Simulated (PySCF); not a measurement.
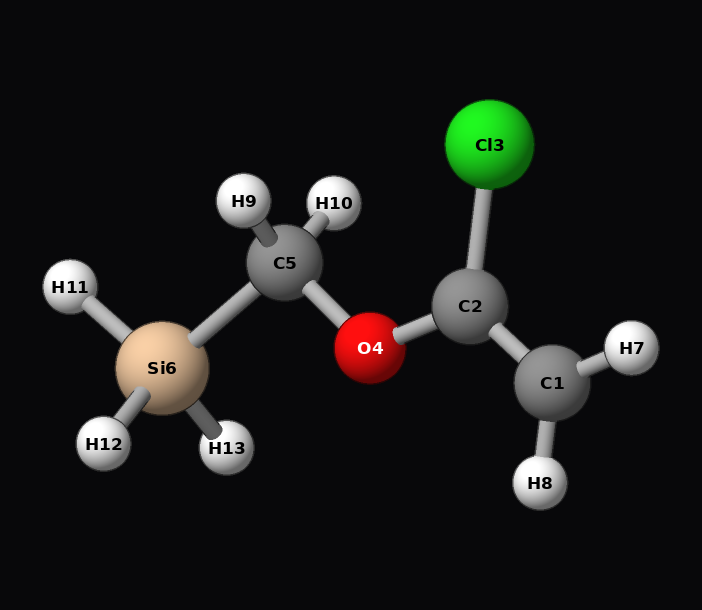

The geometry was computed by an optimisation with GFN2-xTB. No frequency run is at hand to confirm it as a minimum. Properties computed with GIAO PBE0/pcSseg-1 NMR shielding, non-relativistic, gas phase (PySCF 2.14.0). Principal shieldings σ11 ≤ σ22 ≤ σ33, span Ω = σ33 − σ11, skew κ = 3(σiso − σ22)/Ω.

Give the shielding tensors of the Cl atoms.

```csv
atom,σ11,σ22,σ33,σiso,Ω,κ
Cl3,550.2,624.5,993.4,722.7,443.2,0.66
```

Shieldings and span in ppm.

The geometry is semi-empirical. Around Si such bond lengths and angles can be off by a tenth of an ångström or more and by several degrees, and values that hang on the shape move with them.
